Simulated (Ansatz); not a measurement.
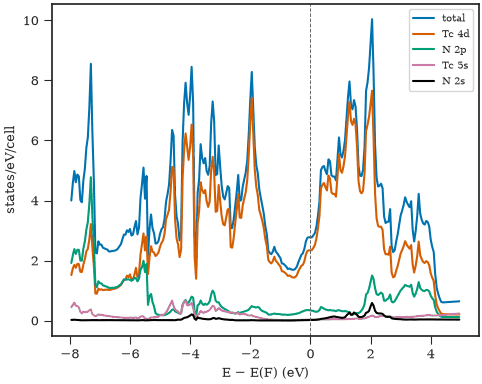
Fig. 1. Total and projected density of states of Tc₂N in space group P6_3/mmc (No. 194; Tc on 4f, N on 2d), plane-wave PAW r²SCAN (Ansatz code)

Task: Which orbitals carry the states next to the Fermi level?

Result: Within 0.5 eV of the Fermi level: Tc 4d 86 %, N 2p 11 %. Projections are on Löwdin-orthogonalised atomic valence shells; empty p or d shells of many metals are not among them.

Task: Where is the tallest occupied peak in this window, and what makes it?

Result: Near -7.3 eV, about 8.6 states/eV per cell; the largest projected share is N 2p.

The first step of the workflow began from a Materials Project structure, measured or hypothetical; the Crystallography Open Database copy checked does not list it. Whether it is the stable phase at ambient conditions was not checked. The cell was relaxed with r²SCAN under the symmetry of its start; its stability against distortions is not shown here. No spin polarisation was allowed. Scalar-relativistic: spin–orbit coupling is off unless named, which matters more the heavier the elements.

Potentials: the later of the program's two PAW sets.
